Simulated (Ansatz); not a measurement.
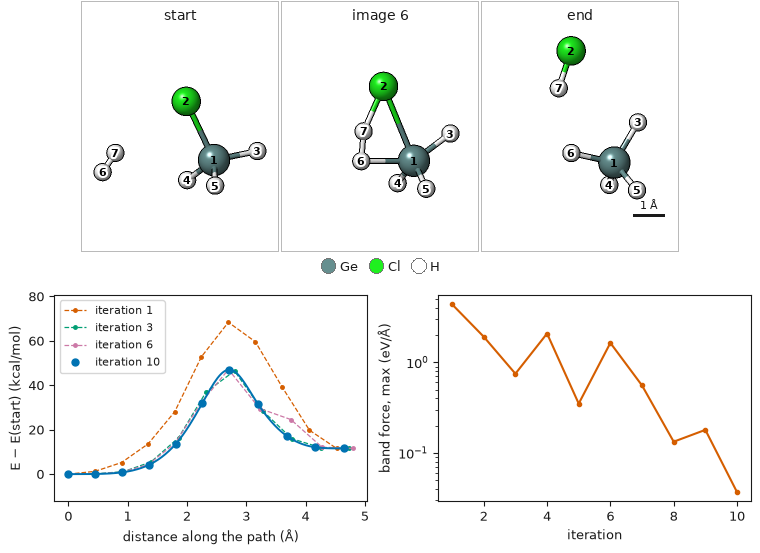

A nudged-elastic-band calculation for GeH5Cl, made up at the start of GeH$_{3}$Cl and H$_{2}$. Images are numbered from 0 (start) to 10 (end). The plot follows the band through its iterations. The picture is a ball-and-stick view, seen at a tilt.

Computed with RKS revPBE-D4/def2-SVP (Ansatz 0.2.0). Run with 9 movable images; climbing image; force threshold 0.05 eV/Å; iteration limit 60; starting path through a guess of the saddle point.

Did the band converge, and can the barrier be trusted?

Answer. The run is converged, with reservations. The band converged in 10 iterations. The largest component of the band force went from 4.4 to 0.037 eV/Å. The climbing image converged on the top of the path. Its vibrational analysis gives 2 imaginary modes over 30i cm⁻¹, so it isn't confirmed as a transition state. The first iteration put the highest image at 68.4 kcal/mol. The energy climbs by 47.1 kcal/mol to image 6 and then falls by 35.5 kcal/mol, so the end point sits at +11.6 kcal/mol.

Limits of the set-up: the start holds two separate molecules, 3.0 Å apart at their closest, whose relative position is a soft coordinate.

Cost: 2.9 min on 1 thread of Intel(R) Xeon(R) Platinum 8259CL CPU @ 2.50GHz (Skylake/Cascade Lake) (shared host), peak memory 0.18 GiB.
